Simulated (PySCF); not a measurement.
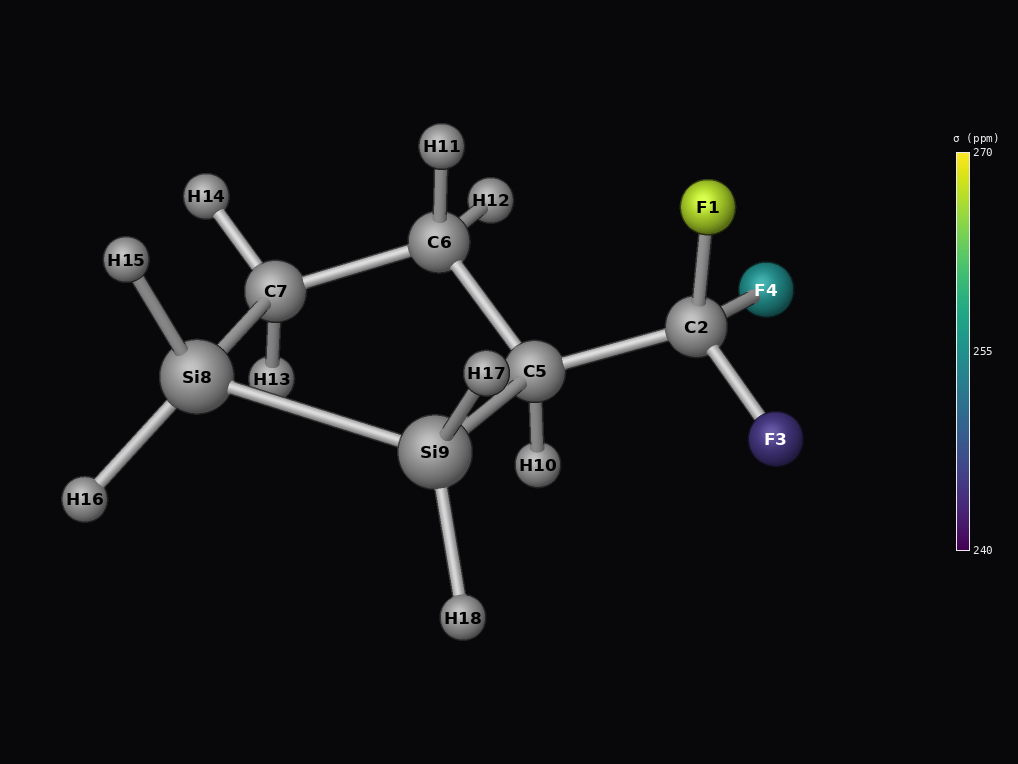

Atoms are coloured by their isotropic NMR shieldings (F only, the others grey). The computed structure is the end point of a PBE0-D3(BJ)/def2-SVP optimisation. No frequency run is at hand to confirm it as a minimum. Method: GIAO PBE0/pcSseg-1 NMR shielding, non-relativistic, gas phase (PySCF 2.14.0).

Give the isotropic NMR shieldings of the F atoms atom by atom.

| atom | σ (ppm) |
| --- | --- |
| F1 | 266.6 |
| F3 | 244.7 |
| F4 | 254.9 |
